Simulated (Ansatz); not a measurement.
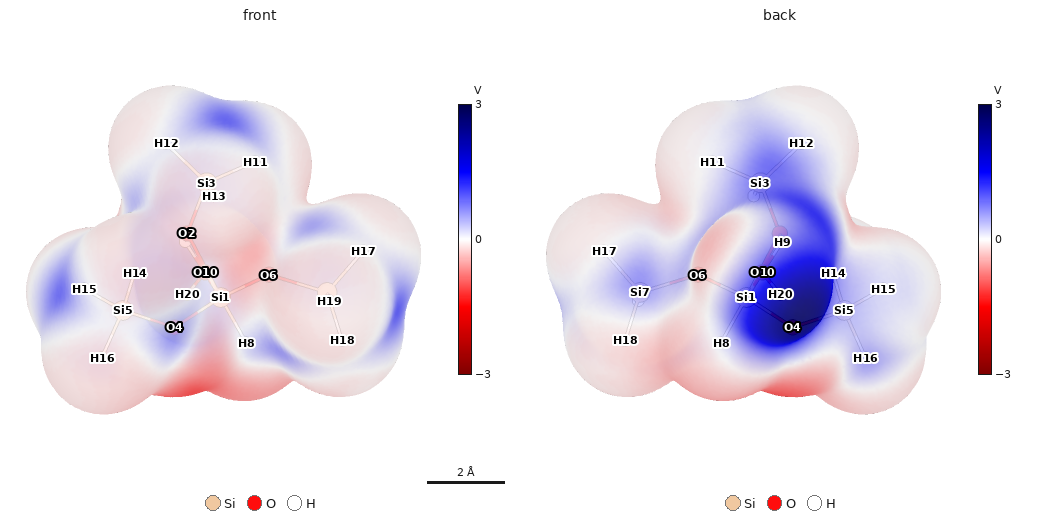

Figure 1: H12O4Si4. The molecular electrostatic potential painted on the density surface at 0.001 e/bohr³, seen from the front and from behind; the colour scale runs from red (negative) to blue (positive).

A transition-state structure; geometry: PBE0-D4/def2-TZVP.

These are results of RKS PBE0-D4/def2-TZVPP (Ansatz 0.2.0), not measurements.

```xyz
20

Si   -0.9023    0.2345    0.4314
O     0.0035    0.3957   -1.2304
Si    1.0837   -0.6521   -1.9221
O    -0.1473    1.5596    1.0252
Si    1.0590    2.5565    0.5245
O    -0.2052   -1.2435    0.6244
Si   -0.3034   -2.5147    1.6588
H    -1.9934    0.1243    1.4421
H    -1.2035    0.6566   -1.5234
O    -2.1436    0.5458   -0.8878
H     0.4549   -1.9655   -2.2139
H     1.5187   -0.0355   -3.2024
H     2.2574   -0.8339   -1.0368
H     2.2809    1.8002    0.1487
H     0.6162    3.3768   -0.6336
H     1.3768    3.4580    1.6595
H    -0.5248   -3.7497    0.8653
H    -1.4216   -2.3351    2.6202
H     0.9760   -2.6298    2.4025
H    -2.7820    1.2515   -0.7524
```

> Describe the electrostatic potential map.

The most negative region (about −0.9 V) lies over O4, the most positive (about +2.6 V) over H20.
